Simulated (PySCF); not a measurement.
SMILES [CH2]C(C)(C)S (C4H9S), doublet at its PBE0/def2-SVP optimised geometry (Å):

```
14

C      0.6410     0.7704    -1.2513
C      0.2100     0.1125     0.0000
C      0.7145     0.8351     1.2434
C      0.5874    -1.3680     0.0276
S     -1.6744     0.1125     0.0000
H      0.7638     1.8567    -1.2865
H      0.5938     0.2261    -2.1977
H      1.8161     0.7976     1.2790
H      0.3160     0.3706     2.1569
H      0.4143     1.8943     1.2394
H      0.1874    -1.8607     0.9269
H      1.6838    -1.4695     0.0341
H      0.1995    -1.8943    -0.8575
H     -1.8161     1.4559     0.0000
```

Method: unrestricted PBE0/def2-TZVP (PySCF). Cells within 0.4 Å of a nucleus heavier than hydrogen are left out (blank, or x).

Map of the HOMO−1 amplitude (α) (bohr^(-3/2)) on the plane z = 1.0 Å; orbital energy -7.18 eV, overall sign arbitrary:

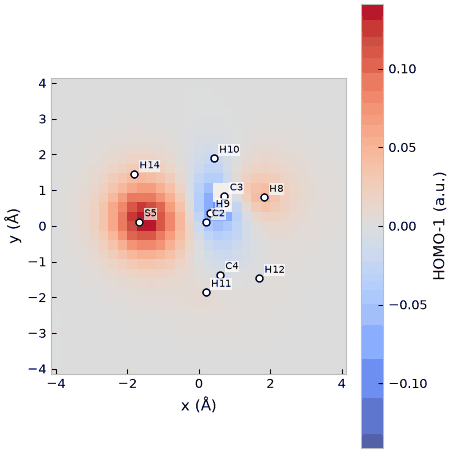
*HOMO−1 amplitude (α) (bohr^(-3/2)) on the plane z = 1.0 Å.*
